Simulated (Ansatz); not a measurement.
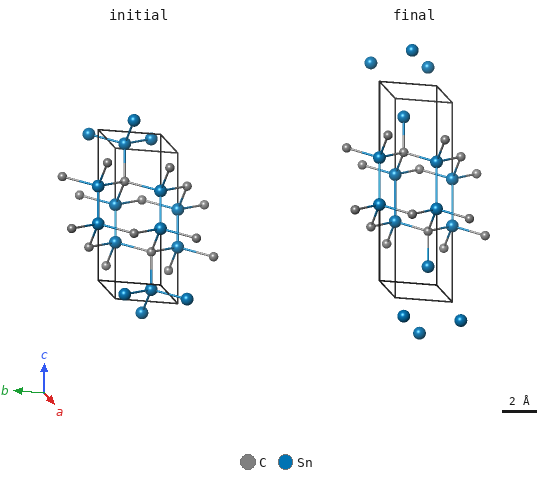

The structure of crystalline Sn₂C (a generated structure, set up in P-3m1) before (left) and after (right) a relaxation, at one scale.

Style: ball-and-stick. Shown: the cell of the calculation, from a free direction.

The calculation used DFT, PBE, plane waves, PAW in Ansatz 0.2.0. Settings: plane-wave cutoff 420 eV; k-point mesh 12 × 12 × 4; occupations fermi dirac; smearing width 0.02 eV; no spin polarisation; cell and atoms relaxed; force threshold 0.005 eV/Å.

**What changed between the two?**

The largest moves relative to the cell, 1.26 Å, are those of Sn atoms. By element the largest moves are Sn 1.26 Å, C 0.35 Å. The volume changes by +11.0 %, with a = b 3.854 → 3.530 Å (−8.4 %), c 9.440 → 12.487 Å (+32.3 %). Among the contacts that change: Sn–Sn 2.360 → 4.098 Å, Sn–Sn 2.360 → 2.944 Å, C–Sn 2.360 → 2.182 Å, C–Sn 2.360 → 2.216 Å. Bonds break, among them: Sn–Sn (2.36 → 4.10 Å). The space group stays P-3m1 (No. 164). The energy falls by 5.634 eV per cell of the calculation in 17 accepted moves (20 points after the start). The largest force component goes from 7.3 to 0.00037 eV/Å. The pressure goes from 19.63 to 0.00 GPa. At 3 points the geometry stayed and the basis and grid were re-selected for the new cell (energy shift of 0.133 eV per cell of the calculation at most each time). Cost: 55 s on 4 threads of Intel(R) Xeon(R) 6975P-C (Granite Rapids), on a shared host, peak memory 0.69 GiB.
